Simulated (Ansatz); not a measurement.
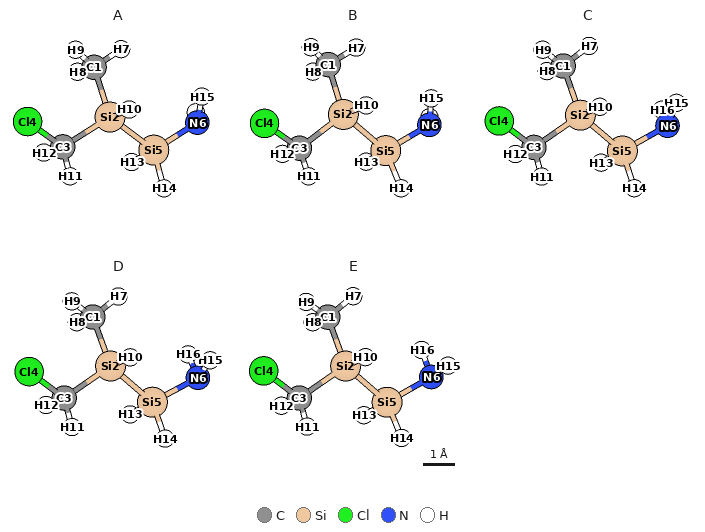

5 geometries from one relaxation of C₂H₁₀ClNSi₂, in shuffled order. The picture is a ball-and-stick view, seen at a tilt.

The run prepares an end point of a later path (inversion) calculation, from a guessed geometry.

Theory: Ansatz 0.2.0, RKS r2SCAN-D4/STO-3G. (no spin polarisation; force threshold 0.015 eV/Å; at most 40 steps)

**Put them in the order of the run, from the start to the converged end.**

B, A, C, D, E. They are steps 0, 1, 3, 6, 12, at +67.3 kJ/mol, +17.2 kJ/mol, +6.26 kJ/mol, +1.47 kJ/mol relative to the last. The atom that moves furthest after the best rigid fit is H15 (0.77 Å). Largest moves by element: H 0.77 Å, N 0.29 Å, Cl 0.13 Å, Si 0.10 Å, C 0.07 Å. Among the contacts that change: Si5–N6 1.716 → 1.794 Å, C1–H9 1.030 → 1.096 Å, Si2–H10 1.513 → 1.449 Å, C3–H12 1.042 → 1.103 Å. Bond angles that change, for instance: C3–Si2–H10 112.3° → 106.8°, H8–C1–H9 112.9° → 107.7°, Si2–Si5–H13 113.4° → 108.9°. Groups turn about Si5–N6 by about 55°. After 9 accepted moves (12 points after the start) the energy has fallen by 67.3 kJ/mol. Largest force component: 2.6 eV/Å at the start, 0.0082 eV/Å at the end. The line search rejected the trial steps at points 5, 8, 10 of the run.

Limits of the set-up: STO-3G is a minimal basis, so the numbers are rough.
